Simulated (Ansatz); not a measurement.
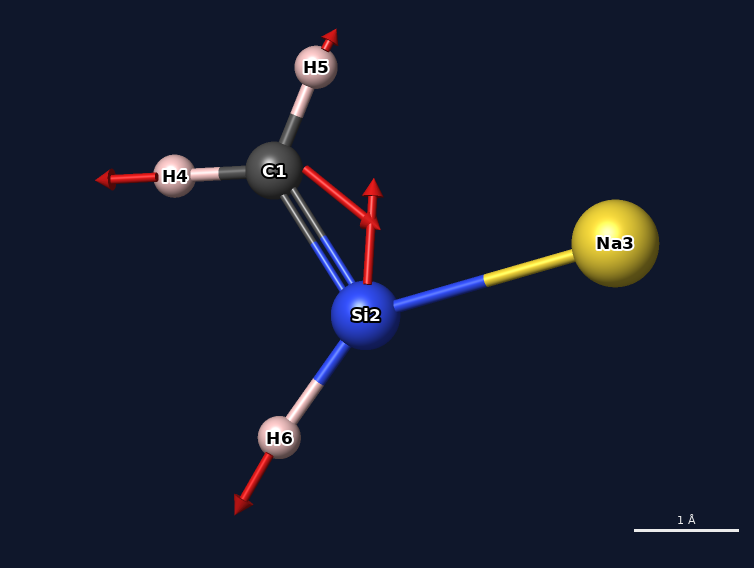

Arrows show the forces on the atoms, 0.8 Å of arrow for 1 eV/Å; forces under a tenth of the largest aren't drawn. Level of theory: BLYP-D4/def2-TZVPP (Ansatz 0.2.0).

Along which bond is the force strongest?

C1–Si2, now 1.777 Å: the forces pull its atoms together, so a first step downhill shortens it.

List the force components in the frame of the picture (x right, y up, z towards the viewer), in eV/Å.

```tsv
atom	Fx	Fy	Fz
C1	0.91	−0.74	0.58
Si2	0.08	1.29	−0.14
Na3	0.05	−0.03	0.03
H4	−0.75	−0.04	−0.32
H5	0.14	0.26	−0.04
H6	−0.43	−0.74	−0.12
```
